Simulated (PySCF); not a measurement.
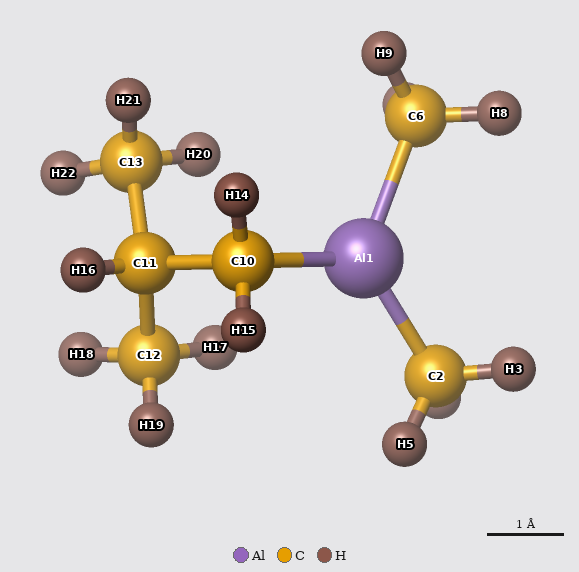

C6H15Al, before the relaxation. A ball-and-stick model, seen face on.

The start comes from GFN2-xTB. Its atoms were then displaced at random by about 0.03 Å.

All numbers below come from PBE0-D3(BJ)/def2-SVP geometry optimisation, gas phase in PySCF 2.14.0, density-fitted response routines.

```xyz
22

Al    0.6053    0.7166    0.8561
C     2.5229    0.7433    0.7951
H     2.9106    1.3692    1.5691
H     3.0510    1.1526   -0.1473
H     2.9439   -0.2702    0.8958
C    -0.4458    2.5483    0.8584
H    -0.3779    3.0430   -0.1009
H     0.0523    3.2473    1.5717
H    -1.4976    2.4462    1.1878
C    -0.4778   -0.9517    0.9845
C    -0.9139   -1.4555   -0.4091
C     0.3653   -1.6464   -1.2830
C    -1.9054   -0.4067   -1.1211
H    -1.4231   -0.8518    1.5970
H     0.1255   -1.7580    1.4344
H    -1.4167   -2.3645   -0.3226
H     0.8995   -0.6688   -1.3743
H     0.0528   -1.9494   -2.2921
H     1.0028   -2.4178   -0.8595
H    -1.3779    0.5432   -1.1584
H    -2.7662   -0.2925   -0.5220
H    -2.0936   -0.8215   -2.1164
```

Question: What does the optimiser find from here?

Answer: After 6 geometry steps the energy has fallen by 59.3 kJ/mol. H17 moves most after the best rigid fit: 0.21 Å. By element the largest moves are H 0.21 Å, C 0.12 Å, Al 0.09 Å. Near-neighbour distances that change, for instance: Al1–C6 2.112 → 1.965 Å, C11–C13 1.609 → 1.526 Å, C11–H16 1.042 → 1.107 Å, C2–H4 1.155 → 1.105 Å. Among the angles between lasting bonds that change: Al1–C2–H4 119.2° → 110.2°, H21–C13–H22 114.6° → 107.9°, C11–C13–H22 105.1° → 111.6°.

Step by step:

```
step  E − E(0), kJ/mol
   0              0.00
   1            -54.71
   2            -58.36
   3            -58.93
   4            -59.13
   5            -59.23
   6            -59.26
```

Final geometry:

```xyz
22

Al    0.5672    0.7780    0.9104
C     2.5316    0.7684    0.9093
H     2.9426    1.3851    1.7273
H     2.9145    1.2156   -0.0259
H     2.9674   -0.2395    0.9934
C    -0.3498    2.5149    0.8707
H    -0.2329    2.9834   -0.1237
H     0.0785    3.2293    1.5944
H    -1.4318    2.4409    1.0656
C    -0.4507   -0.9220    0.9374
C    -0.8952   -1.4239   -0.4462
C     0.3015   -1.6460   -1.3662
C    -1.9042   -0.4769   -1.0885
H    -1.3403   -0.7984    1.5830
H     0.1743   -1.6935    1.4239
H    -1.3983   -2.4019   -0.3237
H     0.8317   -0.6957   -1.5684
H    -0.0024   -2.0588   -2.3411
H     1.0333   -2.3356   -0.9177
H    -1.4612    0.5196   -1.2671
H    -2.7843   -0.3299   -0.4437
H    -2.2555   -0.8582   -2.0604
```

After the run, drawn alike:

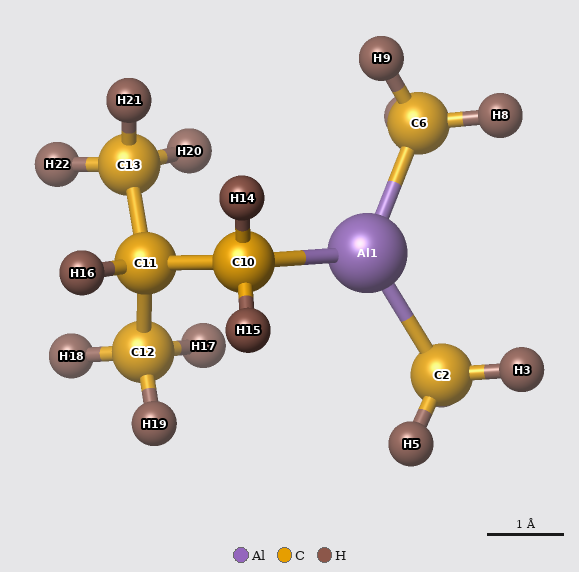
